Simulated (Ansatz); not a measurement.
**AlPH (quartet): one geometry, many settings at distance Al1–H3 = 3.465 Å**

What do other methods and options give for AlPH (quartet) at this geometry, and how long do they take?

Program: Ansatz 0.2.0, Gaussian basis. Level of theory: the settings change from run to run. These are calculated values, not measurements.

18 further runs of the same task are left out: 14 that didn't finish, 4 set aside as unsound or not needed.

### 1 The system

The geometry derives from a PBE0/def2-TZVP stationary point (not a proven minimum). One bond is set to the value named and the two fragments are kept rigid.

3 atoms, charge 0, spin multiplicity 4.

Atoms are counted from 1 here; the program's logs count them from 0.

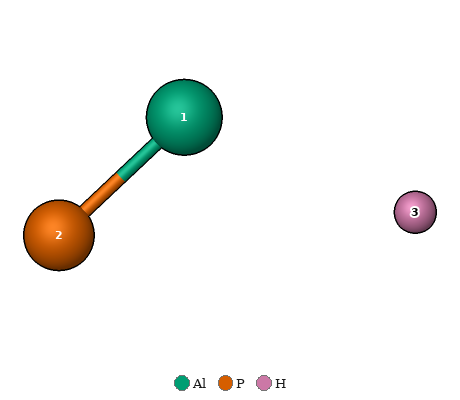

The geometry (aluminium teal, phosphorus orange, hydrogen pink); atoms are numbered from 1 in the order of the file.

### 2 MRCISD+Q(7,5)/6-31G

Input file in.yaml:

```yaml
crystal:
  periodic: [false, false, false]
  atoms:
    - {symbol: Al, position_ang: [0.000000, -0.135596, 1.222785]}
    - {symbol: P, position_ang: [0.000000, 0.023109, -1.158164]}
    - {symbol: H, position_ang: [0.000000, 2.919626, 2.857364]}
basis:
  gaussian: {orbitals: 6-31G}
magnetization: {spin_polarized: false, initial_magnetization: 3}
correlation: {method: fic_mrcisd_q, electrons: all, active_space: {window: {electrons: 7, orbitals: 5}}}
accuracy: high
```

Launch:

```bash
ansatz run in.yaml --threads 1 --pin off --events-out ev --progress --plain --max-ram 2393MiB
```

The log of the run, cut to the lines that bear on the results:

```text
Functional definition: HF
  name "HF"
  cite "Fock, Z. Phys. 61, 126 (1930) doi:10.1007/BF01340294"
  parent pbe
[...]
568 factors; integrals over basis functions are off by at most 5.4e-9 eV
[...]
mean field -15865.74345881 eV, -583.0553179242 hartree, gradient 5.3e-8 eV, S^2 3.750000; 13 other end points of the search recorded, 0 dependent functions left out
reference -15865.74345881 eV, -583.0553179242 hartree; 16, 13 occupied and 12, 15 virtual orbitals, 568 factors
state -15865.74355178 eV, -583.0553213406 hartree
contracted CI cycle   1: correlation 0.00000000 eV, 0.0000000000 hartree, residual 9.92e0 eV
contracted CI cycle   2: correlation -1.78634957 eV, -0.0656471360 hartree, residual 3.16e0 eV
contracted CI cycle   3: correlation -1.97313449 eV, -0.0725113551 hartree, residual 9.88e-1 eV
contracted CI cycle   4: correlation -1.99627191 eV, -0.0733616395 hartree, residual 3.19e-1 eV
contracted CI cycle   5: correlation -1.99926514 eV, -0.0734716386 hartree, residual 1.30e-1 eV
contracted CI cycle   6: correlation -1.99976776 eV, -0.0734901098 hartree, residual 5.99e-2 eV
contracted CI cycle   7: correlation -1.99986748 eV, -0.0734937743 hartree, residual 2.38e-2 eV
contracted CI cycle   8: correlation -1.99988268 eV, -0.0734943328 hartree, residual 9.83e-3 eV
contracted CI cycle   9: correlation -1.99988529 eV, -0.0734944287 hartree, residual 4.50e-3 eV
contracted CI cycle  10: correlation -1.99988578 eV, -0.0734944470 hartree, residual 2.13e-3 eV
contracted CI cycle  11: correlation -1.99988591 eV, -0.0734944515 hartree, residual 1.12e-3 eV
contracted CI cycle  12: correlation -1.99988594 eV, -0.0734944525 hartree, residual 4.81e-4 eV
contracted CI cycle  13: correlation -1.99988594 eV, -0.0734944527 hartree, residual 2.06e-4 eV
contracted CI cycle  14: correlation -1.99988594 eV, -0.0734944528 hartree, residual 8.41e-5 eV
contracted CI cycle  15: correlation -1.99988594 eV, -0.0734944528 hartree, residual 2.94e-5 eV
contracted CI cycle  16: correlation -1.99988594 eV, -0.0734944528 hartree, residual 1.08e-5 eV
contracted CI cycle  17: correlation -1.99988594 eV, -0.0734944528 hartree, residual 4.76e-6 eV
contracted CI cycle  18: correlation -1.99988594 eV, -0.0734944528 hartree, residual 2.40e-6 eV
state -15865.74355178 eV, -583.0553213406 hartree; corrected -15867.91985548 eV, -583.1352990266 hartree
WARN: 2 active orbitals are nearly empty or full. The corrections depend on them more than the energy does, and are more stable in an active space without them
Total energy: -15867.91985548 eV, -583.1352990266 hartree
```

Run time: 2.3 s. Hardware: 1 thread of Arm Neoverse V2, shared host.

From the report: 6 determinants; active occupations 2.00, 2.00, 1.00, 1.00, 1.00. The report marks this result as in doubt.

### 3 CCSDT(Q)/B/STO-3G

Input file in.yaml:

```yaml
crystal:
  periodic: [false, false, false]
  atoms:
    - {symbol: Al, position_ang: [0.000000, -0.135596, 1.222785]}
    - {symbol: P, position_ang: [0.000000, 0.023109, -1.158164]}
    - {symbol: H, position_ang: [0.000000, 2.919626, 2.857364]}
basis:
  gaussian: {orbitals: STO-3G, point_charges: [{charge: 0.50, position_ang: [4.571, 0.047, 0.079]}]}
magnetization: {spin_polarized: false, initial_magnetization: 3}
hamiltonian: {xc: {name: PBE0}}
correlation: {method: ccsdt_q_b, electrons: outside_noble_gas, diis_vectors: 2}
scf: {lower_state_search: off}
```

Same command.

The log of the run, cut to the lines that bear on the results:

```text
Functional definition: PBE0
  name "PBE0"
  cite "Adamo & Barone, J. Chem. Phys. 110, 6158 (1999) doi:10.1063/1.478522"
  cite "Perdew, Burke & Ernzerhof, Phys. Rev. Lett. 77, 3865 (1996) doi:10.1103/PhysRevLett.77.3865"
  parent pbe
[...]
301 factors; integrals over basis functions are off by at most 2.7e-8 eV
[...]
mean field -15702.56920397 eV, -577.0587746621 hartree, gradient 2.3e-6 eV, S^2 3.750000; 0 other end points of the search recorded, 0 dependent functions left out
10 core orbitals not correlated: weight in the atoms' cores, before any rotation towards them, 0.999 or more for the frozen orbitals, at most 0.000 for the correlated occupied ones
reference -15681.17829705 eV, -576.2726733320 hartree; 6, 3 occupied and 3, 6 virtual orbitals, 301 factors
second order -0.91767643 eV of doubles, -0.14121134 eV of singles
cycle   1  -1.25810820 eV  change   -2.0e-1 eV  update   7.1e-2
[...]
cycle  34  -1.50661796 eV  change   -4.8e-8 eV  update   1.0e-6
perturbative correction -0.00198606 eV, -0.0000729865 hartree
Total energy: -15682.68690107 eV, -576.3281135072 hartree
Checks for a lower state left out: stability, starts, cluster_reference, orbital_swaps, neighbouring_geometries, increment
```

Run time: 0.69 s. Hardware: 1 thread of Arm Neoverse V2, shared host.

From the report: correlation -1.5086 eV; T1 0.022; largest double amplitude 0.11. The orbitals are Kohn-Sham ones, so correlation energy and T1 don't compare with those on Hartree-Fock orbitals.

### 4 BCCD on UHF/6-31G

Input file in.yaml:

```yaml
crystal:
  periodic: [false, false, false]
  atoms:
    - {symbol: Al, position_ang: [0.000000, -0.135596, 1.222785]}
    - {symbol: P, position_ang: [0.000000, 0.023109, -1.158164]}
    - {symbol: H, position_ang: [0.000000, 2.919626, 2.857364]}
basis:
  gaussian: {orbitals: 6-31G}
magnetization: {spin_polarized: true, initial_magnetization: 3}
correlation: {method: bccd, electrons: outside_noble_gas}
accuracy: high
output: {forces: true}
```

The command is unchanged.

The log of the run, cut to the lines that bear on the results:

```text
Functional definition: HF
  name "HF"
  cite "Fock, Z. Phys. 61, 126 (1930) doi:10.1007/BF01340294"
  parent pbe
[...]
568 factors; integrals over basis functions are off by at most 5.4e-9 eV
[...]
mean field -15865.84257796 eV, -583.0589604857 hartree, gradient 3.0e-8 eV, S^2 3.937752; 21 other end points of the search recorded, 0 dependent functions left out
determinant -15865.84257796 eV, -583.0589604857 hartree, with singles and doubles -15867.68214220 eV, -583.1265632244 hartree
determinant -15865.42410291 eV, -583.0435818113 hartree, with singles and doubles -15867.62307143 eV, -583.1243924140 hartree
determinant -15865.41463544 eV, -583.0432338881 hartree, with singles and doubles -15867.61627651 eV, -583.1241427051 hartree
determinant -15863.76976622 eV, -582.9827860591 hartree, with singles and doubles -15865.28304999 eV, -583.0383982122 hartree
[...]
determinant -15865.41463544 eV, -583.0432338881 hartree, with singles and doubles -15867.61588601 eV, -583.1241283544 hartree
10 core orbitals not correlated: weight in the atoms' cores, before any rotation towards them, 1.000 or more for the frozen orbitals, at most 0.000 for the correlated occupied ones
reference -15865.84257796 eV, -583.0589604857 hartree; 6, 3 occupied and 12, 15 virtual orbitals, 568 factors
second order -1.22926114 eV of doubles, -0.00000000 eV of singles
cycle   1  -1.84868100 eV  change   -4.2e-3 eV  update   1.5e-2
[...]
cycle  41  -1.83366264 eV  change  -4.0e-11 eV  update  5.0e-10
[...]
Total energy: -15867.67624060 eV, -583.1263463448 hartree
Atom 0 at     0.000000    -0.135596     1.222785 Å, force     0.000000    -0.063556     1.363134 eV/Å
Atom 1 at     0.000000     0.023109    -1.158164 Å, force    -0.000000     0.090061    -1.348835 eV/Å
Atom 2 at     0.000000     2.919626     2.857364 Å, force    -0.000000    -0.026504    -0.014299 eV/Å
Dipole moment:     0.000000    -0.169974     0.360350 e Å
```

It took 6.5 s on 1 thread of Arm Neoverse V2, shared host.

From the report: ⟨S²⟩ of the determinant 3.938 (pure quartet: 3.75); correlation -1.8337 eV; largest double amplitude 0.06.

### 5 CCSD on UHF/def2-SVPD

in.yaml: that of step 4 with these lines changed.

```diff
@@ -7,6 +7,5 @@
 basis:
-  gaussian: {orbitals: 6-31G}
+  gaussian: {orbitals: def2-SVPD}
 magnetization: {spin_polarized: true, initial_magnetization: 3}
-correlation: {method: bccd, electrons: outside_noble_gas}
-accuracy: high
-output: {forces: true}
+correlation: {method: ccsd, electrons: outside_noble_gas}
+scf: {lower_state_search: off}
```

The command is unchanged.

The log of the run, cut to the lines that bear on the results:

```text
Functional definition: HF
  name "HF"
  cite "Fock, Z. Phys. 61, 126 (1930) doi:10.1007/BF01340294"
  parent pbe
[...]
506 factors; integrals over basis functions are off by at most 8.6e-4 eV
[...]
mean field -15862.41731840 eV, -582.9330845187 hartree, gradient 9.6e-6 eV, S^2 3.947953; 0 other end points of the search recorded, 0 dependent functions left out
10 core orbitals not correlated: weight in the atoms' cores, before any rotation towards them, 1.000 or more for the frozen orbitals, at most 0.000 for the correlated occupied ones
reference -15862.41731840 eV, -582.9330845187 hartree; 6, 3 occupied and 40, 43 virtual orbitals, 506 factors
second order -3.18491036 eV of doubles, -0.00000000 eV of singles
cycle   1  -3.77576723 eV  change   -5.9e-1 eV  update   8.4e-2
[...]
cycle  22  -4.16857575 eV  change    5.6e-6 eV  update   5.6e-6
Total energy: -15866.58589415 eV, -583.0862768519 hartree
Checks for a lower state left out: stability, starts, cluster_reference, orbital_swaps, neighbouring_geometries, increment
```

Run time: 0.99 s. Hardware: 1 thread of Arm Neoverse V2, shared host.

From the report: ⟨S²⟩ of the determinant 3.948 (pure quartet: 3.75); correlation -4.1686 eV; T1 0.058; largest double amplitude 0.07.

### 6 HF/6-31G

Input file in.yaml:

```yaml
crystal:
  periodic: [false, false, false]
  atoms:
    - {symbol: Al, position_ang: [0.000000, -0.135596, 1.222785]}
    - {symbol: P, position_ang: [0.000000, 0.023109, -1.158164]}
    - {symbol: H, position_ang: [0.000000, 2.919626, 2.857364]}
basis:
  gaussian: {orbitals: 6-31G}
magnetization: {spin_polarized: false, initial_magnetization: 3}
hamiltonian: {xc: hf}
output: {orbitals: {seedname: orbitals}}
```

The command is unchanged.

The log of the run, cut to the lines that bear on the results:

```text
Functional definition: HF
  name "HF"
  cite "Fock, Z. Phys. 61, 126 (1930) doi:10.1007/BF01340294"
  parent pbe
[...]
311 factors; integrals over basis functions are off by at most 2.0e-4 eV
[...]
mean field -15865.74340398 eV, -583.0553159093 hartree, gradient 1.7e-5 eV, S^2 3.750000; 9 other end points of the search recorded, 0 dependent functions left out
reference -15865.74340398 eV, -583.0553159093 hartree; 16, 13 occupied and 12, 15 virtual orbitals, 311 factors
Total energy: -15865.74340398 eV, -583.0553159093 hartree
```

It took 0.54 s on 1 thread of Arm Neoverse V2, shared host.

### 7 NEVPT2(3,9)/def2-mTZVP

in.yaml: that of step 6 with these lines changed.

```diff
@@ -7,5 +7,4 @@
 basis:
-  gaussian: {orbitals: 6-31G}
+  gaussian: {orbitals: def2-mTZVP}
 magnetization: {spin_polarized: false, initial_magnetization: 3}
-hamiltonian: {xc: hf}
-output: {orbitals: {seedname: orbitals}}
+correlation: {method: sc_nevpt2, electrons: outside_noble_gas, active_space: {window: {electrons: 3, orbitals: 9}}}
```

The command is unchanged.

The log of the run, cut to the lines that bear on the results:

```text
Functional definition: HF
  name "HF"
  cite "Fock, Z. Phys. 61, 126 (1930) doi:10.1007/BF01340294"
  parent pbe
[...]
402 factors; integrals over basis functions are off by at most 7.0e-4 eV
[...]
mean field -15867.28856729 eV, -583.1120996134 hartree, gradient 4.5e-6 eV, S^2 3.750000; 13 other end points of the search recorded, 0 dependent functions left out
reference -15867.28856729 eV, -583.1120996134 hartree; 16, 13 occupied and 31, 34 virtual orbitals, 402 factors
state -15867.43162144 eV, -583.1173567563 hartree
state -15867.43162144 eV, -583.1173567563 hartree; corrected -15870.27541019 eV, -583.2218640655 hartree
Total energy: -15870.27541019 eV, -583.2218640655 hartree
```

It took 8.5 s on 1 thread of Arm Neoverse V2, shared host.

From the report: 44 determinants; active occupations 1.00, 1.00, 1.00, 0.00, 0.00, 0.00, 0.00, 0.00, 0.00.

### 8 MP2 on UHF/6-31G*

Input file in.yaml:

```yaml
crystal:
  periodic: [false, false, false]
  atoms:
    - {symbol: Al, position_ang: [0.000000, -0.135596, 1.222785]}
    - {symbol: P, position_ang: [0.000000, 0.023109, -1.158164]}
    - {symbol: H, position_ang: [0.000000, 2.919626, 2.857364]}
basis:
  gaussian: {orbitals: "6-31G*"}
magnetization: {spin_polarized: true, initial_magnetization: 3}
correlation: {method: mp2, electrons: all}
```

Same command.

The log of the run, cut to the lines that bear on the results:

```text
Functional definition: HF
  name "HF"
  cite "Fock, Z. Phys. 61, 126 (1930) doi:10.1007/BF01340294"
  parent pbe
[...]
363 factors; integrals over basis functions are off by at most 9.8e-4 eV
[...]
mean field -15866.53364882 eV, -583.0843568713 hartree, gradient 2.2e-6 eV, S^2 3.940899; 16 other end points of the search recorded, 0 dependent functions left out
reference -15866.53364882 eV, -583.0843568713 hartree; 16, 13 occupied and 24, 27 virtual orbitals, 363 factors
second order -3.34872708 eV of doubles, -0.00000000 eV of singles
Total energy: -15869.88237589 eV, -583.2074203215 hartree
```

Wall time 1.4 s (1 thread of Arm Neoverse V2, shared host).

From the report: ⟨S²⟩ of the determinant 3.941 (pure quartet: 3.75).

### 9 CASSCF(3,8)/def2-SVP

Input file in.yaml:

```yaml
crystal:
  periodic: [false, false, false]
  atoms:
    - {symbol: Al, position_ang: [0.000000, -0.135596, 1.222785]}
    - {symbol: P, position_ang: [0.000000, 0.023109, -1.158164]}
    - {symbol: H, position_ang: [0.000000, 2.919626, 2.857364]}
basis:
  gaussian: {orbitals: def2-SVP, point_charges: [{charge: -1.00, position_ang: [4.915, -0.350, 0.341]}]}
magnetization: {spin_polarized: false, initial_magnetization: 3}
correlation: {active_space: {window: {electrons: 3, orbitals: 8}}}
accuracy: high
```

The command is unchanged.

The log of the run, cut to the lines that bear on the results:

```text
Functional definition: HF
  name "HF"
  cite "Fock, Z. Phys. 61, 126 (1930) doi:10.1007/BF01340294"
  parent pbe
[...]
664 factors; integrals over basis functions are off by at most 4.0e-9 eV
[...]
mean field -15862.29927166 eV, -582.9287463810 hartree, gradient 1.8e-8 eV, S^2 3.750000; 11 other end points of the search recorded, 0 dependent functions left out
reference -15862.29927166 eV, -582.9287463810 hartree; 16, 13 occupied and 25, 28 virtual orbitals, 664 factors
state -15862.44123665 eV, -582.9339634981 hartree
Total energy: -15862.44123665 eV, -582.9339634981 hartree
```

Run time: 5.5 s. Hardware: 1 thread of Arm Neoverse V2, shared host.

From the report: 56 determinants; active occupations 1.00, 1.00, 1.00, 0.00, 0.00, 0.00, 0.00, 0.00.

### 10 All runs side by side

Where basis and cores are those of an earlier FCI/6-31G run (-15867.7645 eV), and the state is the same kind, the miss against it is given. † marks a result that the program doubts.

```csv
level,correlated,functions,energy (eV),from FCI (meV),time
"MRCISD+Q(7,5)/6-31G †",all,28,-15867.9199,,2.3 s
"CCSDT(Q)/B/STO-3G (beside a point charge, on PBE0 orbitals)",outside noble gas,19,-15682.6869,,0.69 s
BCCD on UHF/6-31G,outside noble gas,28,-15867.6762,88.3,6.5 s
CCSD on UHF/def2-SVPD,outside noble gas,56,-15866.5859,,0.99 s
HF/6-31G,,28,-15865.7434,2021.1,0.54 s
"NEVPT2(3,9)/def2-mTZVP",outside noble gas,47,-15870.2754,,8.5 s
MP2 on UHF/6-31G*,all,40,-15869.8824,,1.4 s
"CASSCF(3,8)/def2-SVP (beside a point charge)",,41,-15862.4412,,5.5 s
```

### 11 What came out

| quantity | value |
| --- | --- |
| runs | 8 |
| quickest | HF/6-31G, 0.54 s |
| slowest | NEVPT2(3,9)/def2-mTZVP, 8.5 s |

**Reading.** Total energies in different bases, with other cores or another treatment of relativity can't be set against each other. NEVPT2(3,9)/def2-mTZVP took 16 times as long as HF/6-31G; the jobs differ in more than the method. Hartree-Fock, CASSCF and CASCI lack dynamic correlation by design.
